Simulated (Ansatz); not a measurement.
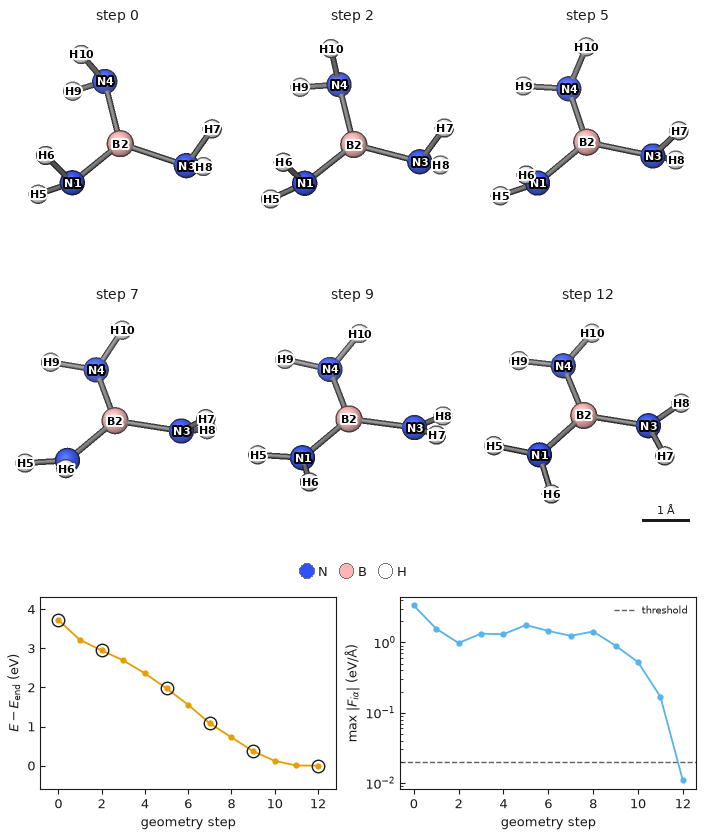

Frames of a relaxation of BN3H6, marked on the history of the run. The picture is a ball-and-stick view, seen at a tilt.

The run prepares the start of a later molecular dynamics calculation, from a guessed geometry.

Level of theory: RKS PBE0/6-31G in Ansatz 0.2.0. Settings: no spin polarisation; force threshold 0.02 eV/Å; at most 40 steps.

Question: What happens along the run?

Answer: The energy falls by 3.725 eV in 12 geometry steps. The largest force component goes from 3.3 to 0.011 eV/Å. The atom that moves furthest after the best rigid fit is H10 (1.55 Å). Largest moves by element: H 1.55 Å, N 0.44 Å, B 0.22 Å. Among the contacts that change: B2–N4 1.582 → 1.432 Å, N1–H6 1.098 → 1.005 Å, N4–H10 1.095 → 1.005 Å, B2–N3 1.511 → 1.431 Å. Bond angles that change, for instance: B2–N4–H10 102.2° → 122.8°, B2–N3–H8 105.2° → 122.7°, B2–N4–H9 107.3° → 122.6°. The run took 23 s on 1 thread of Arm Neoverse V1 (shared host), peak memory 0.1 GiB. From step 0 to 2: H10 moves most (0.37 Å), energy −0.778 eV. From step 2 to 5: H10 moves most (0.58 Å), energy −0.972 eV. From step 5 to 7: H6 moves most (0.39 Å), energy −0.891 eV. From step 7 to 9: H7 moves most (0.36 Å), energy −0.711 eV. From step 9 to 12: H7 moves most (0.43 Å), energy −0.373 eV.

```json
{"step": "0", "E − E(0), eV": "0.0000", "largest force component, eV/Å": "3.3459"}
{"step": "1", "E − E(0), eV": "-0.5084", "largest force component, eV/Å": "1.5674"}
{"step": "2", "E − E(0), eV": "-0.7777", "largest force component, eV/Å": "0.9793"}
{"step": "3", "E − E(0), eV": "-1.0322", "largest force component, eV/Å": "1.3303"}
{"step": "4", "E − E(0), eV": "-1.3642", "largest force component, eV/Å": "1.3047"}
{"step": "5", "E − E(0), eV": "-1.7498", "largest force component, eV/Å": "1.7636"}
{"step": "6", "E − E(0), eV": "-2.1669", "largest force component, eV/Å": "1.4554"}
{"step": "7", "E − E(0), eV": "-2.6407", "largest force component, eV/Å": "1.2391"}
{"step": "8", "E − E(0), eV": "-3.0015", "largest force component, eV/Å": "1.4275"}
{"step": "9", "E − E(0), eV": "-3.3518", "largest force component, eV/Å": "0.8994"}
{"step": "10", "E − E(0), eV": "-3.6035", "largest force component, eV/Å": "0.5241"}
{"step": "11", "E − E(0), eV": "-3.7207", "largest force component, eV/Å": "0.1692"}
{"step": "12", "E − E(0), eV": "-3.7251", "largest force component, eV/Å": "0.0110"}
```
